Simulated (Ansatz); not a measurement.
A series of calculations on C$_{2}$H$_{2}$BrF

## 1. Relaxation

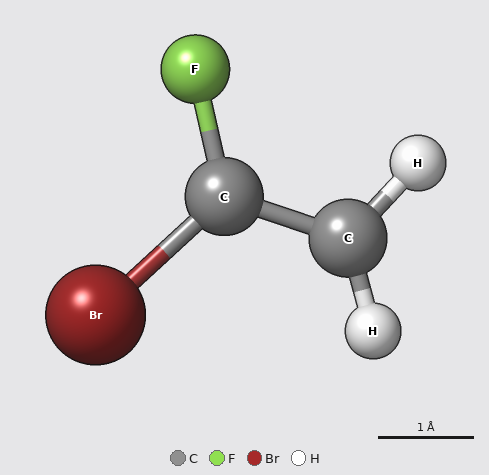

This is the input geometry for a relaxation of C2H2BrF. Style: ball-and-stick. Shown at a tilt.

The run prepares an end point of a later path (torsion) calculation, from a guessed geometry.

All numbers below come from Ansatz, RKS B3LYP-D4/def2-SVP.

Input
```yaml
crystal:
  periodic: [false, false, false]
  atoms:
    - { symbol: C, position_ang: [0.6366, 0.1021, 0.4547] }
    - { symbol: C, position_ang: [-0.5127, -0.0521, -0.2922] }
    - { symbol: F, position_ang: [-1.626, 0.717, -0.0522] }
    - { symbol: Br, position_ang: [-0.5401, -1.3109, -1.6451] }
    - { symbol: H, position_ang: [0.5941, 0.8973, 1.2004] }
    - { symbol: H, position_ang: [1.4902, -0.4174, 0.2883] }
basis:
  gaussian: { orbitals: def2-SVP }
hamiltonian:
  xc: b3lyp
  dispersion: d4
relax:
  f_tol: 0.015
  max_steps: 40
```

Run as
```bash
ansatz run input.yaml --threads 1 --pin off --max-ram 2048MiB --backend cpu --events-out ev --progress --plain --runs-dir out
```

What does the optimiser find from here?

The energy falls by 0.342 eV in 5 geometry steps. Largest force component: 5.3 eV/Å at the start, 0.0069 eV/Å at the end. The atom that moves furthest after the best rigid fit is F3 (0.089 Å). Largest moves by element: F 0.089 Å, Br 0.086 Å, C 0.056 Å, H 0.049 Å. Among the contacts that change: C1–H6 1.013 → 1.088 Å, C1–C2 1.379 → 1.329 Å, C2–F3 1.374 → 1.326 Å, C2–Br4 1.848 → 1.894 Å. Among the angles between lasting bonds that change: F3–C2–Br4 119.8° → 112.2°, C1–C2–Br4 119.0° → 124.7°, C2–C1–H5 114.8° → 119.1°.

Final geometry:

```xyz
6

C     0.6156    0.1536    0.4621
C    -0.4740   -0.0395   -0.2738
F    -1.5934    0.6510   -0.1029
Br   -0.6221   -1.3099   -1.6708
H     0.5991    0.9133    1.2463
H     1.5168   -0.4325    0.2931
```

The end point in the same view:

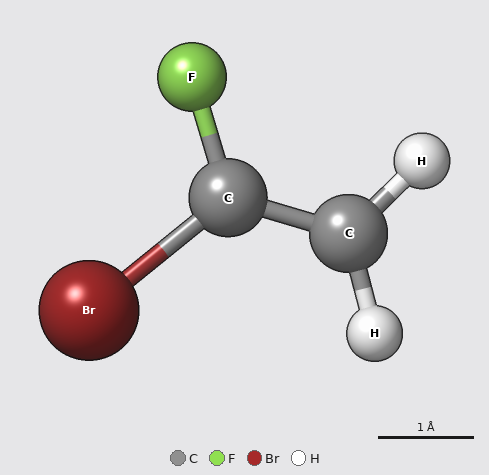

## 2. Relaxation

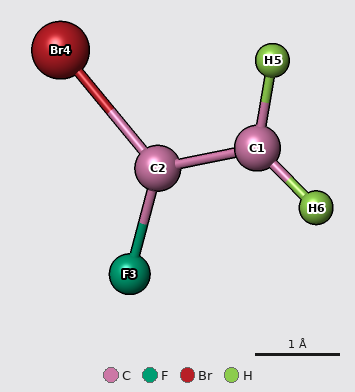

C$_{2}$H$_{2}$BrF, before the relaxation. The picture is a ball-and-stick view, seen from a free direction.

The run prepares an end point of a later path (torsion) calculation, from a guessed geometry.

These are results of Ansatz 0.2.0, RKS B3LYP-D4/def2-SVP, not measurements.

Input file:
```yaml
crystal:
  periodic: [false, false, false]
  atoms:
    - { symbol: C, position_ang: [0.6366, 0.1021, 0.4547] }
    - { symbol: C, position_ang: [-0.5127, -0.0521, -0.2922] }
    - { symbol: F, position_ang: [-0.58543, -0.98033, -1.30297] }
    - { symbol: Br, position_ang: [-1.97871, 1.00633, 0.09017] }
    - { symbol: H, position_ang: [0.5941, 0.8973, 1.2004] }
    - { symbol: H, position_ang: [1.4902, -0.4174, 0.2883] }
basis:
  gaussian: { orbitals: def2-SVP }
hamiltonian:
  xc: b3lyp
  dispersion: d4
relax:
  f_tol: 0.015
  max_steps: 40
```

Launched with:
```bash
ansatz run input.yaml --threads 1 --pin off --max-ram 2048MiB --backend cpu --events-out ev --progress --plain --runs-dir out
```

**Predict the outcome.**

Over 6 geometry steps the energy falls by 34.5 kJ/mol. Largest force component: 5 eV/Å at the start, 0.0023 eV/Å at the end. Br4 moves most after the best rigid fit: 0.15 Å. By element the largest moves are Br 0.15 Å, H 0.10 Å, F 0.09 Å, C 0.05 Å. Near-neighbour distances that change, for instance: C1–H6 1.013 → 1.092 Å, C1–C2 1.379 → 1.329 Å, C2–F3 1.374 → 1.326 Å, C2–Br4 1.848 → 1.894 Å. Bond angles that change, for instance: F3–C2–Br4 119.8° → 112.2°, C2–C1–H5 114.8° → 121.0°, C1–C2–Br4 119.0° → 124.7°.

The structure at the end:

```xyz
6

C     0.6263    0.1407    0.4547
C    -0.4838   -0.0271   -0.2563
F    -0.5902   -0.9196   -1.2314
Br   -2.0821    0.9583   -0.0102
H     0.6768    0.8838    1.2481
H     1.4970   -0.4803    0.2335
```

After the run, drawn alike:

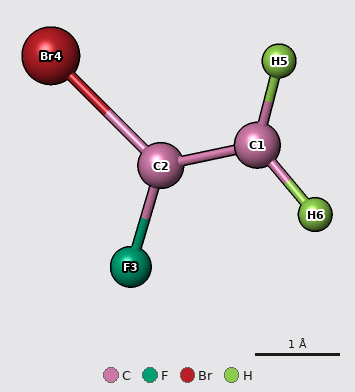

## 3. Path

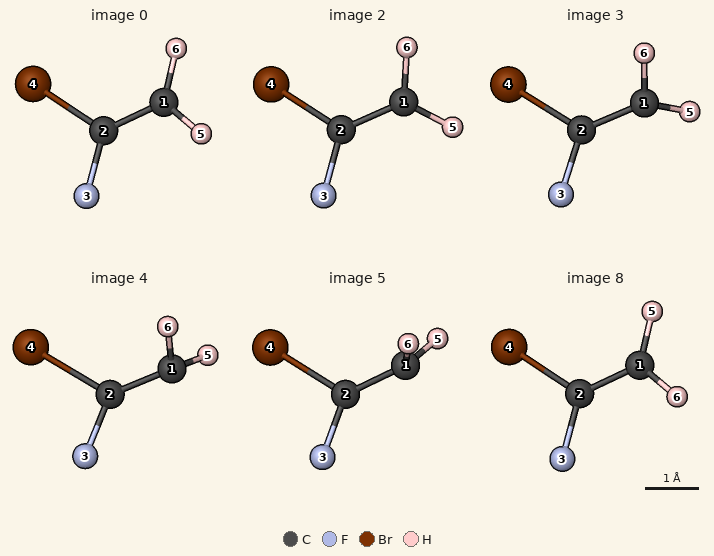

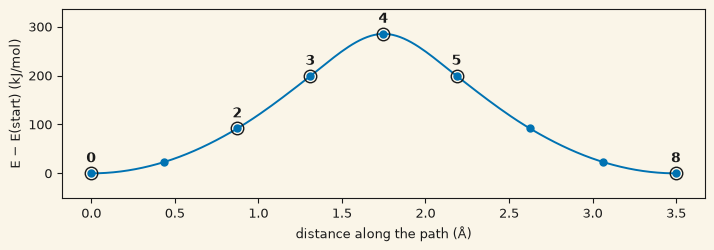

A nudged-elastic-band calculation for C2H2BrF. Images are numbered from 0 (start) to 8 (end). A ball-and-stick model, seen from a free direction.

Method: Ansatz 0.2.0, RKS B3LYP-D4/def2-SVP. Settings: 7 movable images; climbing image; force threshold 0.05 eV/Å; iteration limit 60; starting path through a guess of the saddle point.

Question: What happens along the path, and what is the barrier?

Answer: The barrier is about 285.5 kJ/mol in both directions, with image 4 at the top; the ends have the same energy. The motion is a rotation about the C1–C2 bond by about 180°. No bond forms or breaks between the ends. Among the angles between lasting bonds that change up to the highest image: F3–C2–Br4 112.2° → 101.8°, H5–C1–H6 119.9° → 111.9°. The band converged in 14 iterations. The largest component of the band force went from 43 to 0.031 eV/Å. The climbing image converged on the top of the path. Its vibrational analysis gives one imaginary mode (1626i cm⁻¹), as a transition state must have.

Cost: 2.9 min on 1 thread of Intel(R) Xeon(R) 6975P-C (Granite Rapids), on a shared host, peak memory 0.18 GiB.
